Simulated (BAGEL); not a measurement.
# UHF/6-31G(d) (density fitting with cc-pvqz-jkfit, spherical functions) run of N2H (dinitrogen monohydride)

What is the vertical doublet–quartet gap of N2H (dinitrogen monohydride) at UHF/6-31G* (density fitting with cc-pvqz-jkfit, spherical functions)? 

The calculation is run with BAGEL 1.2.2.

3 further runs of the same task are left out: 3 that didn't finish.

## (1) The structure to begin with

The species is N2H (3 atoms), meant as a doublet with charge 0. As SMILES, `[N]=N`. Geometry: relaxed at PBE0-D4/def2-TZVP.

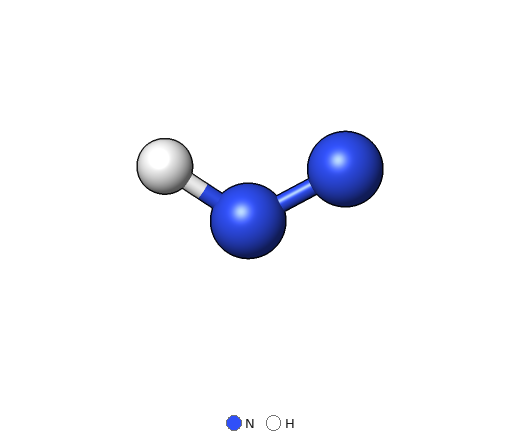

Viewed from a chosen angle; nitrogen blue, hydrogen white.

## (2) The energy at UHF/6-31G(d) (density fitting with cc-pvqz-jkfit, spherical functions)

Input file job.json:

```json
{ "bagel": [

{
  "title": "molecule",
  "basis": "6-31gs.json",
  "df_basis": "cc-pvqz-jkfit",
  "angstrom": true,
  "geometry": [
    { "atom": "N", "xyz": [       0.710530,      -0.606720,       0.326180 ] },
    { "atom": "N", "xyz": [      -0.268660,      -0.217710,      -0.170100 ] },
    { "atom": "H", "xyz": [      -0.441870,       0.824430,      -0.156080 ] }
  ]
},

{ "title": "uhf", "nopen": 1 },

{ "title": "print", "file": "orbitals.molden", "orbitals": true }

]}
```

The basis set 6-31G* is read from a file made from the Basis Set Exchange's data (not shown).

Run with:

```console
$ BAGEL_NUM_THREADS=1 BAGEL job.json > job.out
```

The program printed:

```text
* using 1 threads per process

  ===============================================================
  ===============================================================

  *** Geometry ***

  { "atom" : "N", "xyz" : [      1.342707,     -1.146535,      0.616391 ] },
  { "atom" : "N", "xyz" : [     -0.507694,     -0.411412,     -0.321442 ] },
  { "atom" : "H", "xyz" : [     -0.835013,      1.557947,     -0.294948 ] },

  Number of auxiliary basis functions:      263

  Since a DF basis is specified, we compute 2- and 3-index integrals:
    o Being stored without compression. Storage requirement is 0.002 GB

  Number of basis functions:       30
  Number of electrons      :       15

    * METHOD: MOLECULE                             0.04

  *** Open-shell HF ***

  === Nuclear Repulsion ===
    27.7196870100

      * DIIS with orbital gradients will be used.

  === UHF iteration (6-31gs.json) ===
      0       -109.36557033          0.04262537           0.00
      1       -109.41203722          0.01665444           0.00
      2       -109.41841098          0.00814484           0.00
      3       -109.42022968          0.00345796           0.01
      4       -109.42097259          0.00176924           0.01
      5       -109.42163074          0.00105289           0.00
      6       -109.42217381          0.00034742           0.00
      7       -109.42236477          0.00015021           0.00
      8       -109.42255468          0.00005785           0.00
      9       -109.42264385          0.00005419           0.00
     10       -109.42275074          0.00005354           0.00
     11       -109.42290531          0.00005298           0.01
     12       -109.42291875          0.00005405           0.00
     13       -109.42305678          0.00005266           0.00
     14       -109.42313465          0.00004099           0.00
     15       -109.42326328          0.00009146           0.01
     16       -109.42321691          0.00002517           0.00
     17       -109.42325805          0.00001851           0.00
     18       -109.42325875          0.00000655           0.00
     19       -109.42326261          0.00000588           0.01
     20       -109.42326354          0.00000267           0.00
     21       -109.42326355          0.00000424           0.00
     22       -109.42326360          0.00000068           0.00
     23       -109.42326361          0.00000017           0.00
     24       -109.42326361          0.00000006           0.00
     25       -109.42326361          0.00000003           0.00
     26       -109.42326361          0.00000001           0.00
     27       -109.42326361          0.00000001           0.01
    * SCF iteration converged.

    * S^2 (UHF) is 0.8458

    * Permanent dipole moment:
           (    0.215935,    -0.751430,     0.039817) a.u.

    * METHOD: UHF                                  0.16

    * METHOD: PRINT                                0.00

  ===============================================================
```

It took 0.32 s on 1 thread of Arm Neoverse V1, shared host.

## (3) The quartet

Input file calc.json:

```json
{ "bagel": [

{
  "title": "molecule",
  "basis": "6-31gs.json",
  "df_basis": "cc-pvqz-jkfit",
  "angstrom": "true",
  "geometry": [
    { "atom": "N", "xyz": [    0.710530,   -0.606720,    0.326180 ] },
    { "atom": "N", "xyz": [   -0.268660,   -0.217710,   -0.170100 ] },
    { "atom": "H", "xyz": [   -0.441870,    0.824430,   -0.156080 ] }
  ]
},
{
  "title": "uhf",
  "nopen": 3
},
{
  "title": "print",
  "file": "orbitals.molden",
  "orbitals": "true"
}

]}
```

The basis set 6-31G* is read from a file made from the Basis Set Exchange's data (not shown).

Run with:

```console
$ BAGEL_NUM_THREADS=1 BAGEL calc.json > calc.out
```

The program printed:

```text
* using 1 threads per process

  ===============================================================
  ===============================================================

  *** Geometry ***

  { "atom" : "N", "xyz" : [      1.342707,     -1.146535,      0.616391 ] },
  { "atom" : "N", "xyz" : [     -0.507694,     -0.411412,     -0.321442 ] },
  { "atom" : "H", "xyz" : [     -0.835013,      1.557947,     -0.294948 ] },

  Number of auxiliary basis functions:      263

  Since a DF basis is specified, we compute 2- and 3-index integrals:
    o Being stored without compression. Storage requirement is 0.002 GB

  Number of basis functions:       30
  Number of electrons      :       15

    * METHOD: MOLECULE                             0.04

  *** Open-shell HF ***

  === Nuclear Repulsion ===
    27.7196870100

      * DIIS with orbital gradients will be used.

  === UHF iteration (6-31gs.json) ===
      0       -109.15929349          0.04127684           0.01
      1       -109.21460340          0.01525653           0.01
      2       -109.22411025          0.00714197           0.01
      3       -109.22651767          0.00405944           0.01
      4       -109.22851113          0.00213285           0.01
      5       -109.22933253          0.00210882           0.01
      6       -109.22998310          0.00196397           0.01
      7       -109.23096550          0.00189867           0.01
      8       -109.23357637          0.00142846           0.01
      9       -109.23359859          0.00156935           0.01
     10       -109.23495267          0.00215793           0.01
     11       -109.23509714          0.00040895           0.01
     12       -109.23517089          0.00019573           0.01
     13       -109.23517499          0.00007359           0.01
     14       -109.23517459          0.00009374           0.01
     15       -109.23517558          0.00001395           0.01
     16       -109.23517563          0.00000636           0.01
     17       -109.23517565          0.00000118           0.01
     18       -109.23517565          0.00000048           0.01
     19       -109.23517565          0.00000013           0.01
     20       -109.23517565          0.00000007           0.01
     21       -109.23517565          0.00000004           0.01
     22       -109.23517565          0.00000001           0.01
     23       -109.23517565          0.00000001           0.01
    * SCF iteration converged.

    * S^2 (UHF) is 3.7671

    * Permanent dipole moment:
           (    0.644200,    -0.489660,     0.302050) a.u.

    * METHOD: UHF                                  0.19

    * METHOD: PRINT                                0.00

  ===============================================================
```

It took 0.36 s on 1 thread of Arm Neoverse V1, shared host.

## (4) What came out

At UHF/6-31G* (density fitting with cc-pvqz-jkfit, spherical functions):

| quantity | value |
| --- | --- |
| doublet: total energy | -109.42326 Eh |
| doublet: dipole moment | 1.99 D |
| doublet: ⟨S²⟩ | 0.846 |
| quartet: total energy | -109.23518 Eh |
| quartet: dipole moment | 2.20 D |
| quartet: ⟨S²⟩ | 3.767 |
| vertical energy of the quartet above the doublet | 5.118 eV |

In words: At this shape the quartet lies 5.12 eV (118 kcal/mol) above the doublet.
